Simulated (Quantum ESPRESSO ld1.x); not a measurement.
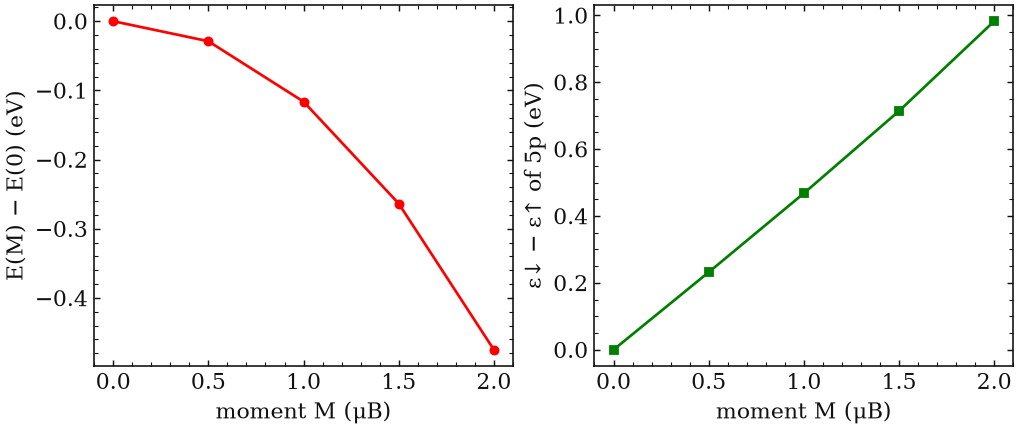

For Sn in [Kr] 4d10 5s2 5p2, the spin moment of the 5p shell is fixed at a series of values. Level of theory: scalar-relativistic Kohn-Sham, LDA (Slater exchange, Perdew-Zunger correlation), spin-polarised, spherical densities, point nucleus. Computed with Quantum ESPRESSO ld1.x 7.5. The plot shows the energy and the exchange splitting.

Q: What is the spin-polarisation energy, and which exchange integral follows?

A: The energy falls with the moment, to −0.475 eV at M = 2 μB, the largest moment run, in line with Hund's first rule (at fractional spins the functional's fractional-spin error adds to the fall). A fit E = −I M²/4 gives an exchange integral I of about 0.47 eV, and the exchange splitting grows nearly in proportion to M, to 0.983 eV (0.49 eV per μB).
